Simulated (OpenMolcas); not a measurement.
# AlSnSiH7 (SMILES [SiH3][AlH][SnH3]): levels of theory compared

We compute a comparison of 6 runs (HF/STO-3G, BHLYP/def2-SVP, BLYP/def2-SVP, M06-L/def2-SVP, PBE/def2-SVP, CCSD(T)/def2-SVP) of AlSnSiH7. 

The results are computed with OpenMolcas 26.06.

**1. The molecule**

The species is AlSnSiH7 (10 atoms), meant as a singlet with charge 0. SMILES: `[SiH3][AlH][SnH3]`. The shape is that of a PBE0-D4/def2-TZVP optimisation.

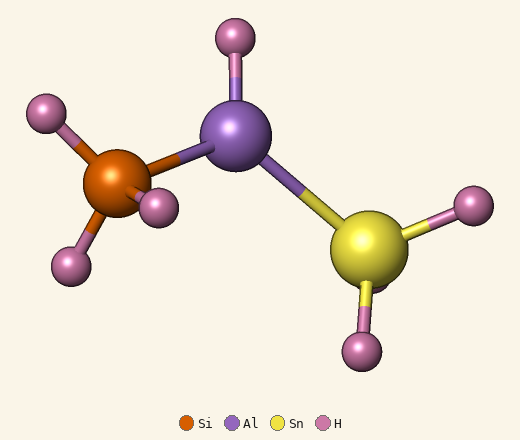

The structure, seen from a chosen angle (silicon orange, aluminium purple, tin yellow, hydrogen pink).

**2. Energy and gradient at HF/STO-3G (run 1)**

File mol.input:

```
&GATEWAY
BasLib = $CurrDir
BasisSet
Si.STO-3G....
Si1 -1.727600 1.016900 -0.987400 angstrom
End of Basis
BasisSet
Al.STO-3G....
Al2 0.630900 0.366100 -0.771800 angstrom
End of Basis
BasisSet
Sn.STO-3G....
Sn3 1.403800 -1.143700 1.279600 angstrom
End of Basis
BasisSet
H.STO-3G....
H4 -2.584500 -0.202700 -1.056000 angstrom
H5 -2.025800 1.852500 -2.183800 angstrom
H6 -2.154500 1.780100 0.221500 angstrom
H7 1.723200 0.824500 -1.833100 angstrom
H8 2.608000 -0.374300 2.224600 angstrom
H9 0.128400 -1.541500 2.349800 angstrom
H10 2.081400 -2.629000 0.759800 angstrom
End of Basis
&SEWARD
&SCF
Thresholds = 1e-10 1e-07 1e-07 1e-05
PrOrbitals = 1 1
&ALASKA
```

The basis set STO-3G is read from a file made from the Basis Set Exchange's data (not shown).

The run is started by

```console
$ export MOLCAS_MEM=1860
$ pymolcas mol.input > mol.log
```

Standard output:

```text
--- Start Module: gateway ---
[...]
--- Stop Module: gateway /rc=_RC_ALL_IS_WELL_ ---
[...]
      Basis functions           52
[...]
--- Start Module: scf ---
[...]
       Convergence after  11 Iterations
[...]
::    Total SCF energy                              -6491.9981773216
[...]
      Total spin, S                                     0.0000000000
[...]
      Total electronic charge=   84.000000
      Total            charge=   -0.000000
[...]
      Dipole Moment (debye):
      Origin of the operator (angstrom)=    0.7519   -0.5447    0.5797
                   X=  4.3564E-01               Y=  5.3794E-01               Z= -9.6132E-01           Total=  1.1846E+00
      Quadrupole Moment (debye*angstrom):
[...]
--- Stop Module: scf /rc=_RC_ALL_IS_WELL_ ---
--- Start Module: alaska ---
[...]
 *              Molecular gradients               *
 **************************************************
  Irreducible representation: a
 ------------------------------------------------------------------------------------------
                              X                       Y                       Z
 ------------------------------------------------------------------------------------------
  SI1              -1.75638340535400E-02    6.73769588735773E-03   -4.48271074741768E-03
  AL2               6.31007771547969E-03   -1.07104389763339E-02    1.42350412216317E-02
  SN3              -5.19420952960026E-03    5.94904397357965E-03   -7.13299190303474E-03
  H4               -1.64263598232317E-02   -2.94184057183431E-02   -6.48236260875845E-04
  H5               -4.25015894272618E-03    1.82987779513257E-02   -2.69604243990651E-02
  H6               -6.52375473207245E-03    1.62493518528573E-02    2.87447297524963E-02
  H7                3.24667791074171E-02    1.21525269297522E-02   -2.92889631234301E-02
  H8                1.97959274073645E-02    1.18280862946190E-02    1.55721560687816E-02
[...]
--- Stop Module: alaska /rc=_RC_ALL_IS_WELL_ ---
[...]
```

Run time: 2.5 s. Hardware: 1 thread of Intel Xeon 6975P-C (Granite Rapids), shared host; peak memory 0.38 GiB.

**3. Energy and gradient at BHLYP/def2-SVP (core potential) (run 2)**

File run.inp:

```
&GATEWAY
  BasLib = $CurrDir
  Coord
  10
  angstrom
  Si      -1.727600       1.016900      -0.987400
  Al       0.630900       0.366100      -0.771800
  Sn       1.403800      -1.143700       1.279600
  H       -2.584500      -0.202700      -1.056000
  H       -2.025800       1.852500      -2.183800
  H       -2.154500       1.780100       0.221500
  H        1.723200       0.824500      -1.833100
  H        2.608000      -0.374300       2.224600
  H        0.128400      -1.541500       2.349800
  H        2.081400      -2.629000       0.759800
  Basis = def2-SVP
  Group = NoSym

&SEWARD
  GridInput
  Grid=UltraFine
  End of Grid

&SCF
  KSDFT = HYB_GGA_XC_BHANDHLYP
  Thresholds = 1e-10 1e-07 1e-07 1e-05
  PrOrbitals = 1 2

&ALASKA
```

The basis set def2-SVP is read from a file made from the Basis Set Exchange's data (not shown).

The run is started by

```console
$ export MOLCAS_MEM=1860
$ pymolcas run.inp > run.log
```

Standard output:

```text
--- Start Module: gateway ---
[...]
--- Stop Module: gateway /rc=_RC_ALL_IS_WELL_ ---
[...]
      Basis functions           97
[...]
--- Start Module: scf ---
[...]
       Convergence after  11 Iterations
[...]
::    Total KS-DFT energy                            -750.1396531431
[...]
      Total spin, S                                     0.0000000000
[...]
      Total electronic charge=   56.000000
      Total            charge=   -0.000000
[...]
      Dipole Moment (debye):
      Origin of the operator (angstrom)=    0.7519   -0.5447    0.5797
                   X=  3.9872E-02               Y=  4.1787E-01               Z= -6.4876E-01           Total=  7.7272E-01
      Quadrupole Moment (debye*angstrom):
[...]
--- Stop Module: scf /rc=_RC_ALL_IS_WELL_ ---
[...]
--- Start Module: alaska ---
[...]
 *              Molecular gradients               *
 **************************************************
  Irreducible representation: a
 ------------------------------------------------------------------------------------------
                              X                       Y                       Z
 ------------------------------------------------------------------------------------------
  SI1               2.62900443415148E-03   -7.31048231186637E-04    3.32494906680303E-04
  AL2              -1.87777761187480E-03   -1.25858380088983E-03    2.50410377574717E-03
  SN3              -8.36056353214154E-04    1.04372059425906E-03   -1.30460320613679E-03
  H4               -9.39503062820979E-04   -1.22192063424631E-03    3.38403620107619E-05
  H5               -4.96571244575472E-04    9.19969400038578E-04   -1.26343928123251E-03
  H6               -5.29862766835087E-04    6.80993849877520E-04    1.23565416082183E-03
  H7                1.98335139438521E-03    7.27540808658889E-04   -1.75662139239385E-03
  H8               -5.18907641939848E-05   -1.09911106723315E-04    3.70356252736848E-05
[...]
--- Stop Module: alaska /rc=_RC_ALL_IS_WELL_ ---
[...]
```

Wall time 24 s (1 thread of Intel Xeon 6975P-C (Granite Rapids), shared host); peak memory 0.54 GiB.

Runs 3 to 5 aren't shown in full; the table further down has their settings and results.

**4. A single-point energy at CCSD(T)/def2-SVP (Cholesky decomposition, core potential) (run 6)**

File struct.xyz:

```xyz
10

Si    -1.727600     1.016900    -0.987400
Al     0.630900     0.366100    -0.771800
Sn     1.403800    -1.143700     1.279600
H     -2.584500    -0.202700    -1.056000
H     -2.025800     1.852500    -2.183800
H     -2.154500     1.780100     0.221500
H      1.723200     0.824500    -1.833100
H      2.608000    -0.374300     2.224600
H      0.128400    -1.541500     2.349800
H      2.081400    -2.629000     0.759800
```

File mol.inp:

```
>>> EXPORT MOLCAS_PRINT=2
&GATEWAY
BASLIB
$CurrDir
COORD
struct.xyz
BASIS
def2-SVP
GROUP
NoSym
&SEWARD
HIGH
&SCF
THRESHOLDS
1e-10 1e-07 1e-07 1e-05
PRORBITALS
0
&CHCC
FROZEN
14
THRESHOLD
1e-08
MAXITERATIONS
80
&CHT3
FROZEN
14
```

The basis set def2-SVP is read from a file made from the Basis Set Exchange's data (not shown).

The run is started by

```console
$ export MOLCAS_MEM=1860
$ pymolcas mol.inp > mol.log
```

Standard output:

```text
--- Start Module: gateway ---
[...]
--- Stop Module: gateway /rc=_RC_ALL_IS_WELL_ ---
[...]
      Basis functions           97
[...]
       Convergence after  11 Iterations
[...]
::    Total SCF energy                               -748.0660617516
[...]
      Total spin, S                                     0.0000000000
[...]
      Total electronic charge=   56.000000
      Total            charge=   -0.000000
[...]
      Dipole Moment (debye):
      Origin of the operator (angstrom)=    0.7519   -0.5447    0.5797
                   X=  8.1117E-02               Y=  4.4886E-01               Z= -7.0895E-01           Total=  8.4301E-01
      Quadrupole Moment (debye*angstrom):
[...]
--- Start Module: chcc ---
[...]
--- Stop Module: chcc /rc=_RC_ALL_IS_WELL_ ---
[...]
--- Start Module: cht3 ---
[...]
--- Stop Module: cht3 /rc=_RC_ALL_IS_WELL_ ---
[...]
```

Run time: 2.1 min. Hardware: 1 thread of Intel Xeon 6975P-C (Granite Rapids), shared host; peak memory 0.14 GiB.

**5. The series**

| run | level | integration grid | integral approximation | energy (Eh) | dipole moment (D) of the reference | HOMO energy (eV) | LUMO energy (eV) | wall time |
| --- | --- | --- | --- | --- | --- | --- | --- | --- |
| 1 | HF/STO-3G | – | none | -6491.998177 | 1.18 | -6.49 | 7.47 | 2.5 s |
| 2 | BHLYP/def2-SVP (core potential) | UltraFine | none | -750.139653 | 0.77 | -8.02 | -1.69 | 24 s |
| 3 | BLYP/def2-SVP (core potential) | UltraFine | none | -750.129488 | 0.69 | -6.01 | -3.02 | 26 s |
| 4 | M06-L/def2-SVP (core potential) | UltraFine | none | -750.366621 | 0.56 | -6.34 | -2.86 | 34 s |
| 5 | PBE/def2-SVP (core potential) | UltraFine | none | -749.900638 | 0.59 | -6.20 | -3.20 | 26 s |
| 6 | CCSD(T)/def2-SVP (Cholesky decomposition, core potential) | – | CD high | -748.423368 | 0.84 | -9.37 | 0.24 | 2.1 min |

**6. Summary of results**

```
                                           quantity          value
                                run 6: total energy  -748.42337 Eh
          run 6: dipole moment (mean-field density)         0.84 D
         run 6: HOMO energy (Hartree–Fock orbitals)       -9.37 eV
         run 6: LUMO energy (Hartree–Fock orbitals)        0.24 eV
       run 6: HOMO–LUMO gap (Hartree–Fock orbitals)        9.61 eV
run 6: correlation energy (14 core orbitals frozen)     -357.3 mEh
                              run 6: (T) correction      -8.97 mEh
```

What this shows: Over runs 1, 2, 3, 4, 5 the dipole moment (its size) runs from 0.56 D (M06-L/def2-SVP) to 1.18 D (HF/STO-3G). The two ends differ in method and basis and core potential. Over runs 1, 2, 3, 4, 5 the HOMO–LUMO gap runs from 2.99 eV (BLYP/def2-SVP) to 13.96 eV (HF/STO-3G). Totals of different functionals can't be ranked against each other. Some runs of one species differ in core potentials or relativity; totals across that change don't compare. In run 1 the basis is minimal, so the values are rough. In run 1 relativity is left out where basis or elements ask for it. All runs together took 4 min, the longest 2.1 min.
